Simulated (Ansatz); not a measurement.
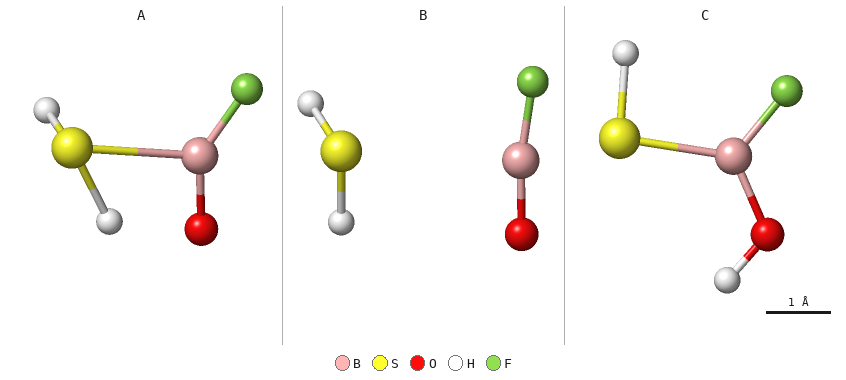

Three geometries of BH$_{2}$SOF: a saddle point and the two minima that it joins, in shuffled order. A ball-and-stick model, seen from a free direction. Sticks join atoms that are closer than about 1.2 times the sum of their covalent radii (a little more with hydrogen).

Stationary points at PBE0-D4/def2-TZVP, single-point energies with wB97M-V, wB97X-V, PBE-D4 (def2-TZVPP where no basis is named; Ansatz 0.2.0). The energies are electronic, without zero-point or thermal terms, and both ends are the minima reached downhill from the saddle, with any fragments still in contact.

**Which frame is the transition state, what reaction does it lead through, and what barrier is to be expected?**

Frame A is the saddle point. Counted by bonded pieces, C holds BH₂SOF and B holds BOF + H₂S. From C over the saddle to B, a bond forms: H–S (2.82 → 1.48 → 1.34 Å). Bonds break: B–S (1.82 → 2.11 → 2.92 Å), H–O (0.96 → 1.52 → 2.86 Å). The saddle has one imaginary mode, 1090i cm⁻¹. With wB97M-V the barrier is 2.29 eV from C and 0.66 eV from B, and B lies 1.63 eV above C.

```csv
level,barrier from C (eV),barrier from B (eV),B less C (eV)
wB97M-V,2.29,0.66,1.63
wB97X-V,2.36,0.66,1.70
PBE-D4,1.95,0.37,1.58
```
